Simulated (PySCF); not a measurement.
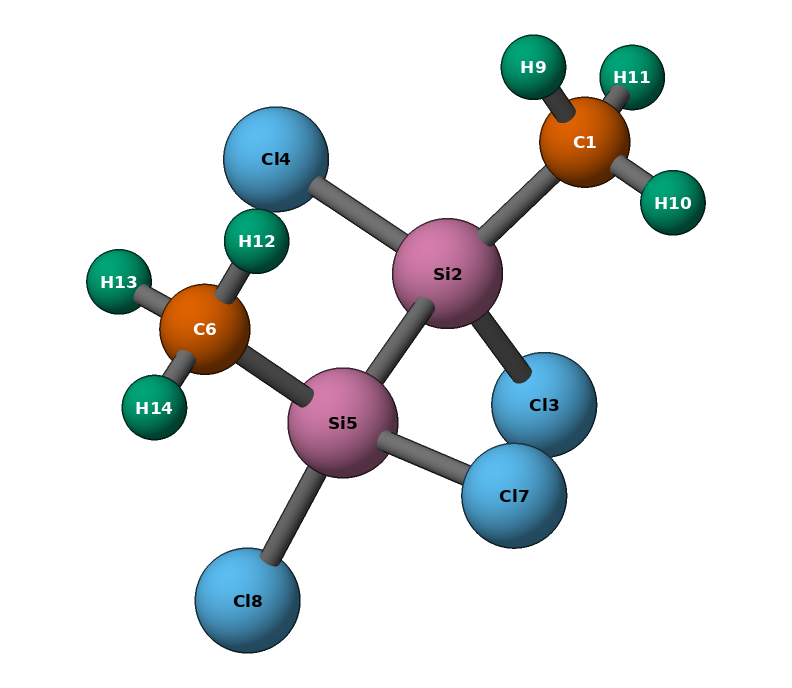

Computed geometry: PBE0-D3(BJ)/def2-SVP optimisation. No frequency run is at hand to confirm it as a minimum. Properties computed with GIAO B97-D/pcSseg-1 NMR shielding, non-relativistic, gas phase (PySCF 2.14.0). Principal shieldings σ11 ≤ σ22 ≤ σ33, span Ω = σ33 − σ11, skew κ = 3(σiso − σ22)/Ω.

Give the shielding tensors of the Cl atoms.

```json
{"atom": "Cl3", "σ11": "735.6", "σ22": "879.4", "σ33": "968.0", "σiso": "861.0", "Ω": "232.4", "κ": "−0.24"}
{"atom": "Cl4", "σ11": "719.8", "σ22": "878.3", "σ33": "966.6", "σiso": "854.9", "Ω": "246.8", "κ": "−0.28"}
{"atom": "Cl7", "σ11": "718.3", "σ22": "878.4", "σ33": "967.1", "σiso": "854.6", "Ω": "248.8", "κ": "−0.29"}
{"atom": "Cl8", "σ11": "736.6", "σ22": "878.7", "σ33": "967.3", "σiso": "860.9", "Ω": "230.6", "κ": "−0.23"}
```

Shieldings and span in ppm.
